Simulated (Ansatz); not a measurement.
Band structure of CdRe2 (Fd-3m, 6 atoms in the cell).

```yaml
crystal:
  lattice:
    - [0.00000, 3.81059, 3.81059]
    - [3.81059, 0.00000, 3.81059]
    - [3.81059, 3.81059, 0.00000]
  atoms:
    - { symbol: Re, position: [0.12500, 0.12500, 0.12500] }
    - { symbol: Re, position: [0.62500, 0.12500, 0.12500] }
    - { symbol: Re, position: [0.12500, 0.62500, 0.12500] }
    - { symbol: Re, position: [0.12500, 0.12500, 0.62500] }
    - { symbol: Cd, position: [0.75000, 0.75000, 0.75000] }
    - { symbol: Cd, position: [0.50000, 0.50000, 0.50000] }
```

Computed with PBE (plane waves, PAW; Ansatz, an electronic-structure program).

Settings: basis.ecutwfc = 420 eV; kpoints.mp_grid.grid = 6 6 6; hamiltonian.xc = pbe; hamiltonian.pseudopotentials = {kind: paw} (the program's default PAW files); scf.occupations.method = methfessel_paxton; scf.occupations.width = 0.272 eV; kpoints.band_path.npoints = 10.

The starting cell was generated: these elements placed on a structure prototype, without a prior relaxation; it need not be a known phase or ordering of this composition. Spin-orbit coupling is off. Spin polarisation is off.

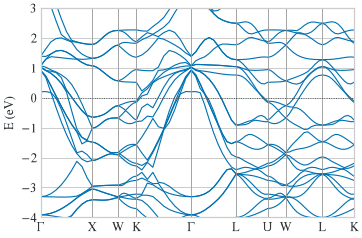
*Bands along the path, energies from the Fermi level.*

Levels in eV from the Fermi level, bands 47 to 54:
| point | 47 | 48 | 49 | 50 | 51 | 52 | 53 | 54 |
|---|---|---|---|---|---|---|---|---|
| Γ | 0.92 | 0.92 | 1.02 | 1.02 | 1.02 | 1.06 | 1.06 | 1.06 |
| X | -1.49 | -1.49 | -1.02 | -1.02 | -0.65 | -0.65 | 1.06 | 1.06 |
| W | -1.83 | -1.83 | -0.68 | -0.68 | -0.27 | -0.27 | 0.56 | 0.56 |
| K | -1.58 | -1.57 | -0.80 | -0.75 | -0.16 | -0.12 | 0.51 | 0.94 |
| L | -1.47 | -1.47 | -0.92 | -0.92 | 0.76 | 1.04 | 1.04 | 1.27 |
| U | -1.58 | -1.57 | -0.80 | -0.75 | -0.16 | -0.12 | 0.51 | 0.94 |

Bands cross the Fermi level along this path, so the cell is metallic at this level.

Keys are those of Ansatz 0.2.
